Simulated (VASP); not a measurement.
Band structure of GePt$_{2}$ (space group P-62m). Level of theory: r2SCAN meta-GGA, VASP's PBE PAW potentials (set 64) (plane waves; VASP).

Unless said otherwise, spin-orbit coupling is left out, though it shifts the bands of the heavy elements here.

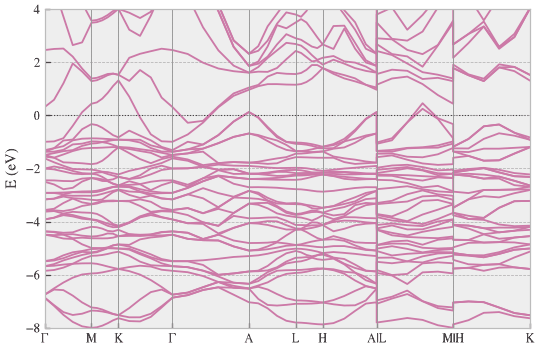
Bands along high-symmetry lines, zero at the valence-band maximum or, without a gap, the Fermi level

Question: Read the plot: is there a gap, and where are the band edges?

Answer: It has no gap at this level: it comes out as a metal or semimetal.

The structure comes from a computed database's GePt2 entry (P-62m); how it stands against other phases isn't given here. It was relaxed first.
